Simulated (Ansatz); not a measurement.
F₂H₄N₂Si

```xyz
9

Si   -0.3267   -0.0933    0.7104
N     1.0244    0.0352   -0.5230
N    -1.3454    0.1368   -0.5252
H    -0.0184    0.1714   -1.1301
F    -0.0395    0.9782    1.8491
F    -0.1443   -1.4727    1.4791
H     1.6306    0.8451   -0.4926
H     1.5605   -0.7954   -0.7402
H    -2.3411    0.1948   -0.6276
```

A transition-state structure; geometry: PBE0-D4/def2-TZVP.

These are results of Ansatz, RKS PBE0-D4/def2-TZVPP, not measurements.

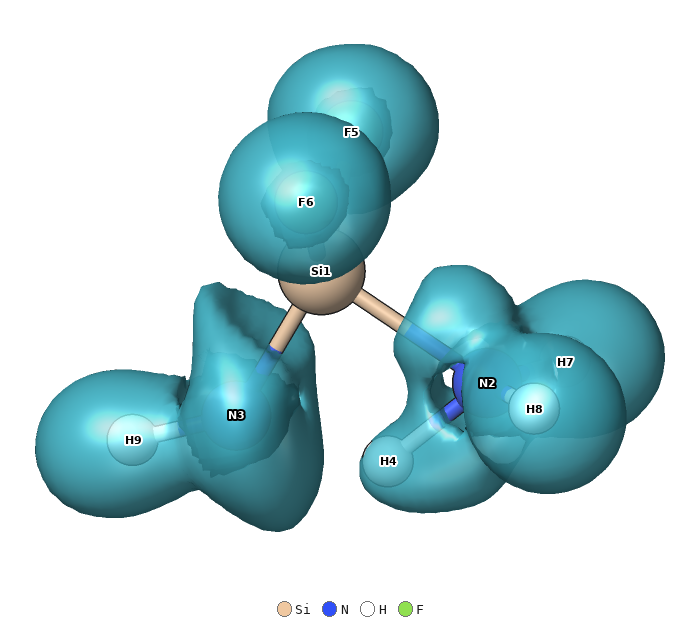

Figure 1. Isosurface of the electron localisation function at 0.75 (cyan), seen at a tilt. Only the valence region is drawn (cores and ρ < 0.01 e/Å³ removed).

What do the ELF domains correspond to?

At this value the surface marks out two regions wrapped around F (its lone pairs, merged into a ring or cap), one joined region spread over several atoms (H, N), in which their bonds and any lone pairs are merged and one joined region spread over several atoms (H, N, Si), in which their bonds and any lone pairs are merged. Along the contacts the grid gives the following. Si–F (1.59 Å): the ELF peaks at about 0.85 in the valence shell of F, 0.6 Å from its nucleus, and is about 0.55 at the midpoint. Si–N (1.62 Å): the ELF peaks at about 0.85 between the atoms (a short, strongly polar bond).

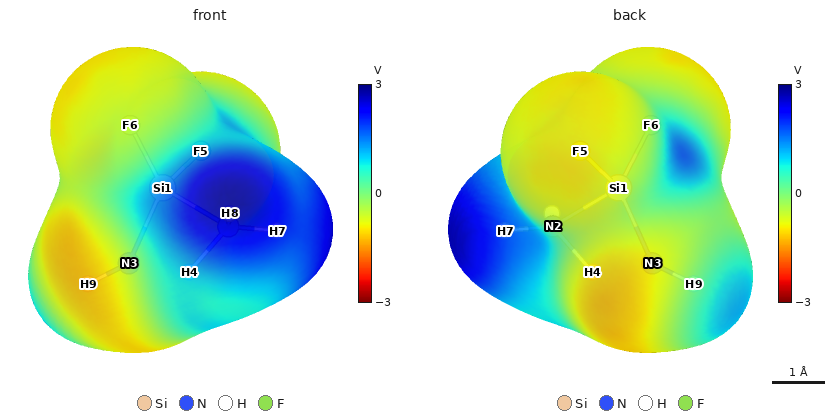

Figure 2. The molecular electrostatic potential painted on the density surface at 0.002 e/bohr³, seen from the front and from behind; red is negative and blue positive.

Describe the electrostatic potential map.

The most negative region (about −1.3 V) lies over N3, the most positive (about +2.7 V) over H7 and H8. N3 is the likeliest acceptor of a hydrogen bond.

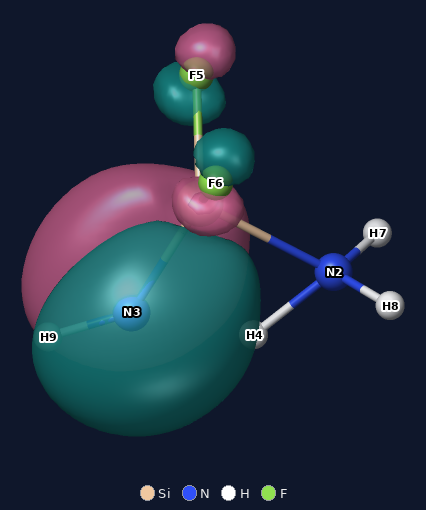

Figure 3. The HOMO at ±0.1 Å⁻³ᐟ² (teal and pink are the two phases), seen at a tilt.

What is the character of this orbital?

By Hirshfeld shares it lies mainly on N3 (about 70 %) and Si1 (about 15 %). Its energy is −6.99 eV.
